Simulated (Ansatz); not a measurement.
# [B2H5]− (SMILES B[BH3-]): BLYP/STO-3G

Aim: the energy change on altering one bond length of [B2H5]− at BLYP/STO-3G, from 2 runs. 

The results are computed with Ansatz 0.2.0.

1 further run of the same task is left out (set aside as unsound or not needed).

**1. The molecule**

[B2H5]−: 7 atoms, total charge -1, spin state singlet. As SMILES, `B[BH3-]`. The coordinates come from a GFN2-xTB relaxation.

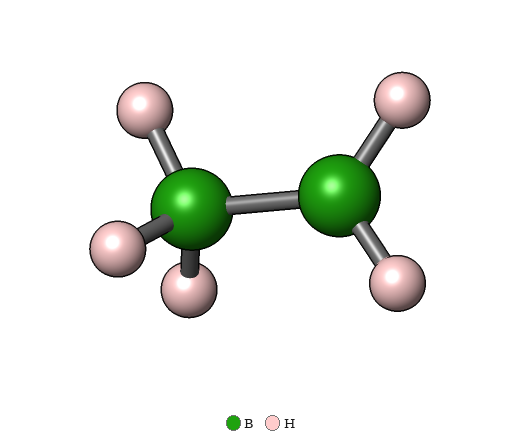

Viewed from a chosen angle; boron green, hydrogen pink.

**2. A single-point energy at BLYP/STO-3G**

Contents of input.yaml:

```yaml
crystal:
  periodic: [false, false, false]
  atoms:
    - {symbol: B, position_ang: [0.210010, -0.813600, 0.474350]}
    - {symbol: B, position_ang: [-0.119910, 0.613520, -0.349380]}
    - {symbol: H, position_ang: [1.262150, -1.128320, 0.968990]}
    - {symbol: H, position_ang: [-0.606320, -1.678230, 0.657480]}
    - {symbol: H, position_ang: [-0.531530, 0.371570, -1.495060]}
    - {symbol: H, position_ang: [-1.042200, 1.230100, 0.207460]}
    - {symbol: H, position_ang: [0.827810, 1.404960, -0.463840]}
basis:
  gaussian:
    orbitals: STO-3G
hamiltonian:
  xc: {name: BLYP}
accuracy: high
total_charge: -1
```

The run is started by

```bash
ansatz run input.yaml --threads 1 --pin off --max-ram 2610MiB --events-out events.jsonl --progress --plain --runs-dir runs
```

Standard output:

```text
Warning: RAYON_NUM_THREADS=1 ignored (pool sized by the plan → 1); use --threads N
Functional definition: BLYP
  name "BLYP"
  parameter beta = 0.0042
  parameter a = 0.04918
  parameter b = 0.132
  parameter c = 0.2533
  parameter d = 0.349
  exchange = b88_x(beta = beta)
  correlation = lyp_c(a = a, b = b, c = c, d = d)
253 factors; integrals over basis functions are off by at most 2.6e-8 eV
mean field evaluation 1: about -1411.4671 eV, gradient 1.4e1 eV
mean field evaluation 2: about -1410.9448 eV, gradient 1.7e1 eV
mean field evaluation 4: about -1412.2221 eV, gradient 5.1e-1 eV
mean field evaluation 8: about -1412.1303 eV, gradient 4.3e-3 eV
mean field evaluation 16: about -1412.1303 eV, gradient 1.2e-8 eV
mean field -1412.13034100 eV, -51.8948328554 hartree, gradient 1.2e-8 eV, S^2 0.000000; 0 other end points of the search recorded, 0 dependent functions left out
reference -1412.13037757 eV, -51.8948341993 hartree; 8, 8 occupied and 7, 7 virtual orbitals, 253 factors
Total energy: -1412.13037757 eV, -51.8948341993 hartree
```

It took 0.97 s on 1 thread of Arm Neoverse V1, shared host; peak memory 0.092 GiB.

**3. The distorted shape**

Contents of run.yaml:

```yaml
crystal:
  periodic: [false, false, false]
  atoms:
    - {symbol: B, position_ang: [0.414086, -0.597449, 0.428569]}
    - {symbol: B, position_ang: [0.084166, 0.829671, -0.395161]}
    - {symbol: H, position_ang: [1.466226, -0.912169, 0.923209]}
    - {symbol: H, position_ang: [-0.606320, -1.678230, 0.657480]}
    - {symbol: H, position_ang: [-0.327454, 0.587721, -1.540841]}
    - {symbol: H, position_ang: [-0.838124, 1.446251, 0.161679]}
    - {symbol: H, position_ang: [1.031886, 1.621111, -0.509621]}
basis:
  gaussian:
    orbitals: STO-3G
total_charge: -1
hamiltonian:
  xc: {name: BLYP}
accuracy: high
```

The run is started by

```bash
ansatz run run.yaml --threads 1 --pin off --max-ram 2610MiB --events-out events.jsonl --progress --plain --runs-dir runs
```

Standard output:

```text
Warning: RAYON_NUM_THREADS=1 ignored (pool sized by the plan → 1); use --threads N
Functional definition: BLYP
  name "BLYP"
  parameter beta = 0.0042
  parameter a = 0.04918
  parameter b = 0.132
  parameter c = 0.2533
  parameter d = 0.349
  exchange = b88_x(beta = beta)
  correlation = lyp_c(a = a, b = b, c = c, d = d)
252 factors; integrals over basis functions are off by at most 2.9e-8 eV
mean field evaluation 1: about -1410.3085 eV, gradient 1.7e1 eV
mean field evaluation 2: about -1408.6433 eV, gradient 2.6e1 eV
mean field evaluation 4: about -1411.4518 eV, gradient 6.6e-1 eV
mean field evaluation 8: about -1411.3434 eV, gradient 3.9e-3 eV
mean field evaluation 16: about -1411.3434 eV, gradient 1.9e-8 eV
mean field -1411.34338929 eV, -51.8659129135 hartree, gradient 1.9e-8 eV, S^2 0.000000; 0 other end points of the search recorded, 0 dependent functions left out
reference -1411.34342638 eV, -51.8659142765 hartree; 8, 8 occupied and 7, 7 virtual orbitals, 252 factors
Total energy: -1411.34342638 eV, -51.8659142765 hartree
```

It took 0.97 s on 1 thread of Arm Neoverse V1, shared host; peak memory 0.091 GiB.

**4. Results**

At BLYP/STO-3G:

| quantity | value |
| --- | --- |
| first shape: total energy | -51.89483 Eh |
| distorted shape: total energy | -51.86591 Eh |
| energy change with the B1–H4 bond stretched from 1.203 to 1.504 Å | 0.787 eV |

With the B1–H4 bond stretched from 1.203 to 1.504 Å the energy rises by 0.79 eV (18.1 kcal/mol). The first shape isn't relaxed at this level, so the change isn't measured from a minimum. The minimal basis adds a large error of its own.
